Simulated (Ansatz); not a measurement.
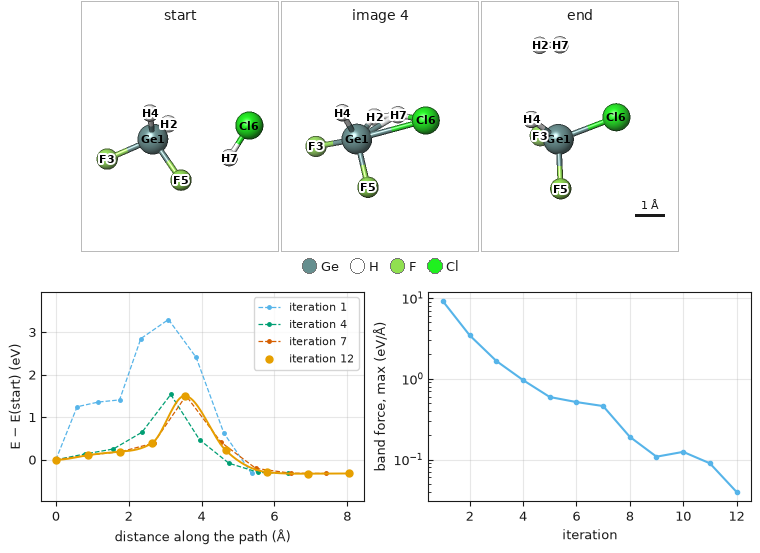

A search for the minimum-energy path of GeH3ClF2 by the nudged elastic band. Images are numbered from 0 (start) to 8 (end). The plot follows the band through its iterations. A ball-and-stick model, seen at a tilt.

Theory: Ansatz, RKS PBE/def2-SVP. Set-up: 7 movable images; climbing image; force threshold 0.05 eV/Å; iteration limit 60; starting path through a guess of the saddle point.

**Did the band converge, and can the barrier be trusted?**

The result is final at these settings. The band converged in 12 iterations. The largest component of the band force went from 9.1 to 0.04 eV/Å. The climbing image converged on the top of the path. Its vibrational analysis gives one imaginary mode (883i cm⁻¹), as a transition state must have. The first iteration put the highest image at 3.30 eV. The highest point, image 4, lies 1.50 eV above the start and 1.82 eV above the end; the end is at −0.32 eV relative to the start. Image 7 lies below both ends, at −0.33 eV, which points to an intermediate minimum that so few images don't resolve.
